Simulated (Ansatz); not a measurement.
SnPb$_{5}$S$_{6}$

The calculation's input:

```
crystal:
  lattice:
    - [4.24559433, 0.0, 0.0]
    - [0.0, 4.24559433, 0.0]
    - [0.0, 0.0, 18.01253126]
  atoms:
    - { symbol: Sn, position: [0.5, 0.5, 0.5] }
    - { symbol: Pb, position: [0.0, 0.0, 0.0] }
    - { symbol: Pb, position: [0.5, 0.5, 0.16666667] }
    - { symbol: Pb, position: [0.0, 0.0, 0.33333333] }
    - { symbol: Pb, position: [0.0, 0.0, 0.66666667] }
    - { symbol: Pb, position: [0.5, 0.5, 0.83333333] }
    - { symbol: S, position: [0.0, 0.0, 0.16666667] }
    - { symbol: S, position: [0.5, 0.5, 0.33333333] }
    - { symbol: S, position: [0.0, 0.0, 0.5] }
    - { symbol: S, position: [0.5, 0.5, 0.66666667] }
    - { symbol: S, position: [0.0, 0.0, 0.83333333] }
    - { symbol: S, position: [0.5, 0.5, 0.0] }
basis:
  ecutwfc: 420
kpoints:
  mp_grid: { grid: [6, 6, 2] }
hamiltonian:
  xc: pbe
scf:
  occupations: { method: gaussian, width: 0.02 }
output:
  forces: true
  stress: true
  eigenvalues: true
  write_density: true
  write_potential: true
  elf: true
  volumetric_format: npy
relax:
  adjacent_minimum: "off"
  f_tol: 0.01
  max_steps: 80
  cell: { stress_tol: 0.05 }
```

Run with:

```sh
ansatz run input.yaml --threads 1 --pin off --max-ram 2560MiB --backend cpu --events-out ev --progress --plain --runs-dir out
```

Below, planes, directions and counts refer to the conventional cell (a = 4.23 Å, b = 4.23 Å, c = 17.95 Å, α = 90.00°, β = 90.00°, γ = 90.00°).

The fields are those of the run's last geometry, not of the input's.

Space group P4/mmm; a structure generated by program, which may or may not match a known phase.

Level of theory: Ansatz, DFT PBE, scalar-relativistic, plane waves, PAW.

Predict the valence pseudo-density and electron localisation function between the atoms.

Sn–S (2.93 Å): ρ at the midpoint is about 0.23 e/Å³; the ELF peaks at about 0.85 in the valence shell of S, 0.8 Å from its nucleus, and drops to about 0.30 between the two atoms.
Pb–S (2.96 Å): ρ is about 0.22 e/Å³ halfway; the ELF peaks at about 0.85 in the valence shell of S, 0.9 Å from its nucleus, and drops to about 0.20 between the two atoms.
Sn–S (2.99 Å): the density is about 0.21 e/Å³ at the midpoint; the ELF peaks at about 0.85 in the valence shell of S, 0.8 Å from its nucleus, and drops to about 0.30 between the two atoms.
Pb–S (3.01 Å): ρ at the midpoint is about 0.21 e/Å³; the ELF peaks at about 0.85 in the valence shell of S, 0.9 Å from its nucleus, and drops to about 0.20 between the two atoms.

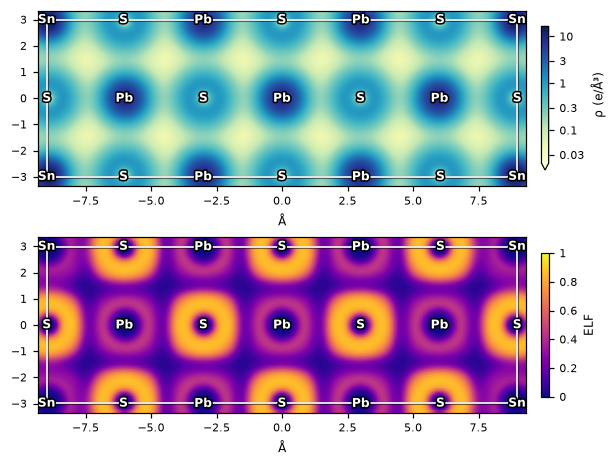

Computed valence pseudo-density and electron localisation function on the (11̄0) plane of the conventional cell, in this order. 

In a PAW calculation such maps are meaningful between the atoms, not at the nuclei.
